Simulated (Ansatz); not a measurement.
# BClFHO: atomisation energy from a Python script

How much energy holds BClFHO together? Wanted for BClFHO: an atomisation energy.

Computed with Ansatz 0.2.0, driven from Python. Level of theory: r2SCAN0/6-31G*.

**1. The structure**

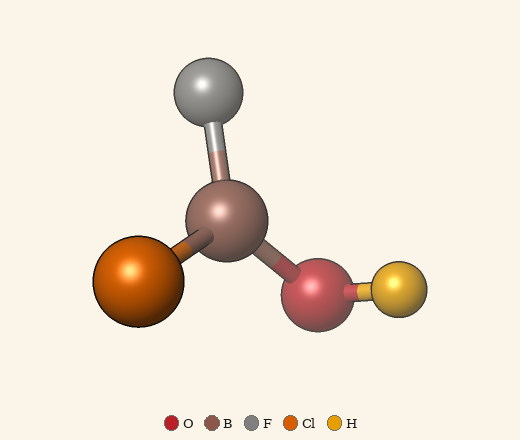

The starting structure, viewed from a chosen angle; oxygen red, boron brown, fluorine grey, chlorine orange, hydrogen amber.

Input file bclfho.xyz:

```xyz
5

O     0.09250    1.01310    0.49690
B    -0.09540   -0.34750    0.10270
F     0.80560   -1.32360    0.59950
Cl   -1.38860   -0.85760   -1.01510
H     0.63580    1.44200   -0.22540
```

**2. The code**

File tae_bclfho.py:

```python
"""Energy to split BClFHO into its atoms."""

from collections import Counter

import ansatz

config = {
    "basis": "6-31G*",
    "xc": "r2scan0",
}


def energy_of(molecule, charge=0, unpaired=0):
    calc = (
        molecule.calculation()
        .basis(gaussian=config["basis"])
        .functional(config["xc"])
    )
    if charge:
        calc = calc.charge(charge)
    if unpaired:
        calc = calc.spin("collinear", total=unpaired)
    report = calc.run().report
    if report["published_state_doubts"]:
        print("  doubts:", report["published_state_doubts"])
    return report["free_energy_ev"]


def main() -> None:
    mol = ansatz.Crystal.molecule_from_extxyz("bclfho.xyz")

    # unpaired electrons of the ground-state atoms
    unpaired = {"O": 2, "B": 1, "F": 1, "Cl": 1, "H": 1}
    counts = Counter(site.symbol for site in mol.cartesian_sites)
    atom_energy = {s: energy_of(ansatz.Crystal.molecule().atom(s, (0, 0, 0)), 0, unpaired[s]) for s in counts}
    whole = energy_of(mol, 0, 0)
    for s, e in atom_energy.items():
        print(f"{s:2s} x{counts[s]}  {e:14.5f} eV")
    print(f"BClFHO: {whole:.5f} eV")
    split = sum(counts[s] * e for s, e in atom_energy.items()) - whole
    print(f"atomisation energy (no zero-point term): {96.485332 * split:.1f} kJ/mol, {split / sum(counts.values()):.3f} eV an atom")


if __name__ == "__main__":
    main()
```

**3. What the engine is handed**

The package turns the script's settings into the engine's input (first run):

```yaml
crystal:
  periodic: [false, false, false]
  atoms:
    - { symbol: O, position_ang: [0.0, 0.0, 0.0] }
basis:
  gaussian:
    orbitals: "6-31G*"
hamiltonian:
  xc: r2scan0
magnetization:
  spin_polarized: true
  initial_magnetization: 2.0
```

**4. The run**

Command:

```bash
> python tae_bclfho.py
```

The program printed:

```text
O  x1     -2041.46916 eV
B  x1      -670.20349 eV
F  x1     -2712.16359 eV
Cl x1    -12519.61621 eV
H  x1       -13.55743 eV
BClFHO: -17977.74757 eV
atomisation energy (no zero-point term): 2000.9 kJ/mol, 4.148 eV an atom
```

Run time: 6 s. Hardware: 1 thread of Arm Neoverse V1, shared host; peak memory 0.18 GiB.

**5. Inputs of later runs**

The engine's inputs for some of the other runs:

Run 2, against run 1:

```diff
@@ -4 +4 @@
-    - { symbol: O, position_ang: [0.0, 0.0, 0.0] }
+    - { symbol: B, position_ang: [0.0, 0.0, 0.0] }
@@ -12 +12 @@
-  initial_magnetization: 2.0
+  initial_magnetization: 1.0
```

Run 3, against run 1:

```diff
@@ -4 +4 @@
-    - { symbol: O, position_ang: [0.0, 0.0, 0.0] }
+    - { symbol: F, position_ang: [0.0, 0.0, 0.0] }
@@ -12 +12 @@
-  initial_magnetization: 2.0
+  initial_magnetization: 1.0
```

Run 5, against run 1:

```diff
@@ -4 +4 @@
-    - { symbol: O, position_ang: [0.0, 0.0, 0.0] }
+    - { symbol: H, position_ang: [0.0, 0.0, 0.0] }
@@ -12 +12 @@
-  initial_magnetization: 2.0
+  initial_magnetization: 1.0
```

**6. Run by run**

From the records of these 6 runs:

| run | system | unpaired or total moment | energy (eV) | <S²> | SCF cycles | CPU time (s) |
| --- | --- | --- | --- | --- | --- | --- |
| 1 | O | 2 | -2041.4692 | 2.00 | 12 | 0.47 |
| 2 | B | 1 | -670.2035 | 0.75 | 15 | 0.47 |
| 3 | F | 1 | -2712.1636 | 0.75 | 11 | 0.46 |
| 4 | Cl | 1 | -12519.6162 | 0.75 | 14 | 0.82 |
| 5 | H | 1 | -13.5574 | 0.75 | 8 | 0.29 |
| 6 | BClFHO | not set | -17977.7476 | 0.00 | 17 | 2.9 |

Totals carry meaning only in balanced differences at one level of theory.

**7. Outcome**

```
                         quantity          value
atomisation energy, no zero point  2000.9 kJ/mol
                    runs compared              6
```

In words: Zero-point motion and spin-orbit terms of the atoms are left out, and both would lower it. 2000.9 kJ/mol from the electronic energies, without the zero-point term. The geometry is a force-field or estimated start, not a minimum of this method, and the basis set is short of its limit. All parts are taken at fixed geometry, without zero-point energy.
